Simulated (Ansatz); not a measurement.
## Two runs on C2H5FOSi

System: C2H5FOSi.
Method of the first run: RKS SPW92 (LDA)/def2-TZVPP (Ansatz 0.2.0).

The geometry comes from this level: PBE0-D4/def2-TZVP. Text and figures count atoms from 1; the logs count them from 0 in places.

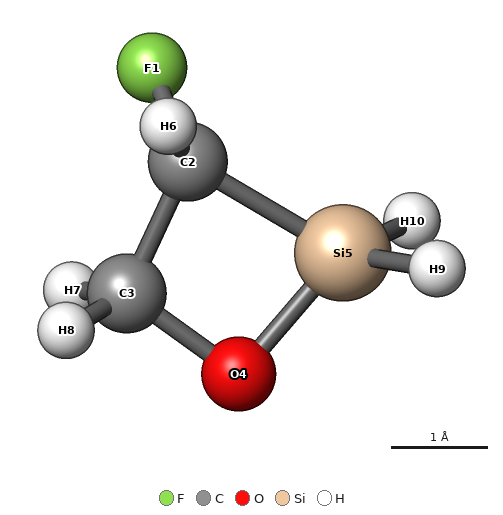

The structure (ball-and-stick view, seen at a tilt; atoms are numbered from 1 in the order of the input). Bond lengths as drawn: C–C 1.54 Å, C–F 1.38 Å, C–H 1.09 Å, C–O 1.45 Å, C–Si 1.90 Å, H–Si 1.49 Å and O–Si 1.67 Å.

Input, the first run:
```yaml
crystal:
  periodic: [false, false, false]
  atoms:
    - {symbol: F, position_ang: [-1.820442, -0.327824, -0.810927]}
    - {symbol: C, position_ang: [-0.876057, -0.083056, 0.166904]}
    - {symbol: C, position_ang: [0.290658, -1.089798, 0.153307]}
    - {symbol: O, position_ang: [1.429882, -0.216350, -0.011946]}
    - {symbol: Si, position_ang: [0.510319, 1.162132, -0.206804]}
    - {symbol: H, position_ang: [-1.390485, -0.023790, 1.127827]}
    - {symbol: H, position_ang: [0.197314, -1.773360, -0.695478]}
    - {symbol: H, position_ang: [0.400793, -1.665085, 1.076040]}
    - {symbol: H, position_ang: [0.820808, 2.228653, 0.780427]}
    - {symbol: H, position_ang: [0.520210, 1.737278, -1.576348]}
basis:
  gaussian: {orbitals: def2-TZVPP}
hamiltonian: {xc: lda}
output: {orbitals: {seedname: orbitals}}
```

Hardware: 4 CPU threads, shared host.

Output (the first run):
```
Functional definition: SPW92
  exchange = slater_x
  correlation = pw_c
1250 factors; their error is unknown
mean field evaluation 1: about -14707.1266 eV, gradient 6.7e1 eV
mean field evaluation 2: about -14671.0714 eV, gradient 1.5e2 eV
mean field evaluation 4: about -14716.1975 eV, gradient 1.5e1 eV
mean field evaluation 8: about -14716.6027 eV, gradient 1.1e-1 eV
mean field evaluation 16: about -14716.5646 eV, gradient 3.5e-4 eV
mean field -14716.56461167 eV, -540.8237742331 hartree, gradient 2.8e-5 eV, S^2 0.000000; 0 other end points of the search recorded, 0 dependent functions left out
reference -14716.56464869 eV, -540.8237755934 hartree; 24, 24 occupied and 212, 212 virtual orbitals, 1250 factors
Total energy: -14716.56464869 eV, -540.8237755934 hartree
```

For the second run the input was changed thus:
```diff
-hamiltonian: {xc: lda}
+hamiltonian: {xc: hse06, dispersion: d4}
```

How does the second run compare with the first run?

The total energies belong to different models, so their difference says nothing on which is more stable or more accurate. The HOMO goes from −6.74 to −7.70 eV. The LUMO goes from −1.62 to −0.85 eV.

Output (the second run):
```
Functional definition: HSE06
  parameter a = 0.25
  parameter omega = 0.11/bohr
  exchange = pbe_x - a*pbe_x_sr(omega) + a*exact_x_sr(omega)
  correlation = pbe_c
1253 factors; their error is unknown
109 factors; integrals over basis functions are off by at most 3.7e-7 eV
mean field evaluation 1: about -14783.0137 eV, gradient 5.4e1 eV
mean field evaluation 2: about -14774.2378 eV, gradient 8.5e1 eV
mean field evaluation 4: about -14788.7120 eV, gradient 5.4e0 eV
mean field evaluation 8: about -14788.7860 eV, gradient 5.1e-1 eV
mean field evaluation 16: about -14788.7863 eV, gradient 4.0e-5 eV
mean field -14788.78630839 eV, -543.4778726341 hartree, gradient 4.0e-5 eV, S^2 0.000000; 0 other end points of the search recorded, 0 dependent functions left out
reference -14788.78634791 eV, -543.4778740864 hartree; 24, 24 occupied and 212, 212 virtual orbitals, 1253 factors
Total energy: -14788.93744634 eV, -543.4834268511 hartree
```

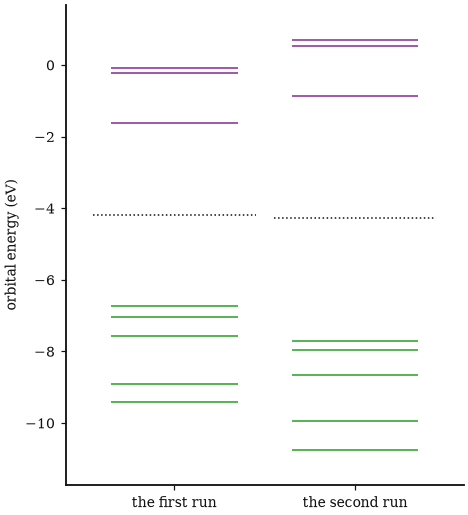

The five highest filled and three lowest empty orbital energies of the two runs; the dotted lines part filled from empty levels. The HOMO–LUMO gap is 5.12 eV in the first run and 6.85 eV in the second run.

The two runs side by side:

```tsv
quantity	the first run	the second run
outcome	converged	converged
total energy (hartree)	−540.823776	−543.483427
HOMO (eV)	−6.74	−7.70
LUMO (eV)	−1.62	−0.85
basis functions	236	236
wall time (shared host)	1.5 s	2.9 s
```
